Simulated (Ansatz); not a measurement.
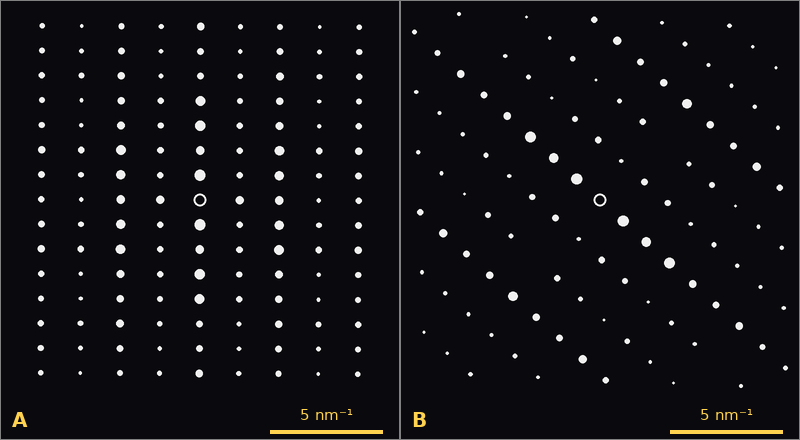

Kinematic electron diffraction patterns (200 kV, B = 0.5 Å², same scale, each along a low-index zone) of two structures of composition Bi3Br2, each relaxed at zero pressure with DFT PBE, scalar-relativistic, plane waves, PAW (Ansatz 0.2.0).

The structures (standard cells):
1. P-6m2 (No. 187), a = 6.472 Å, c = 8.969 Å (hexagonal axes), 5 atoms; generated start, possibly hypothetical
2. R-3c (No. 167), a = 5.935 Å, c = 42.618 Å (hexagonal axes), 30 atoms; generated start, possibly hypothetical

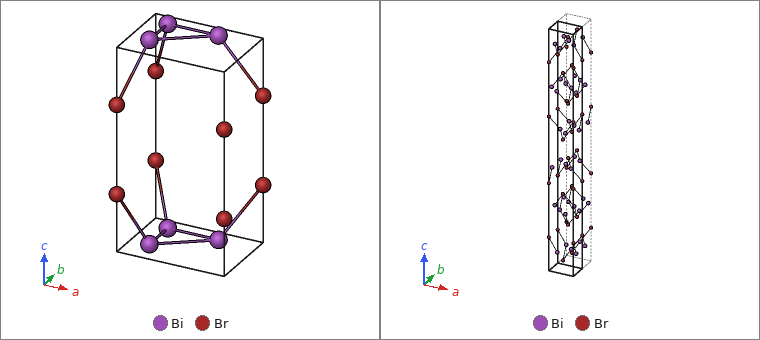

Drawings of the structures 1 to 2, from left to right (each may span several cells).

Q: Which pattern belongs to which structure, and along which zone?

A: A is structure 1 along [100] or an equivalent direction: rectangular net of 0 0 1 at d = 8.97 Å and 0 1 0 at d = 5.61 Å, 90.0° apart. B is structure 2 along [100] or an equivalent direction: oblique net of 0 0 6 at d = 7.10 Å and 0 1 2 (weak) at d = 5.00 Å, 76.4° apart (some points of this net are extinct or too weak to see).

Q: Which structure lies lowest at this level of theory, and by how much?

A: Structure 2 (R-3c, 43.34 Å³ an atom) is the lowest of these; structure 1 (P-6m2, 65.08 Å³ an atom) lies about 150 meV an atom higher. These are static energies at 0 K; other structures, not shown, may lie lower still.
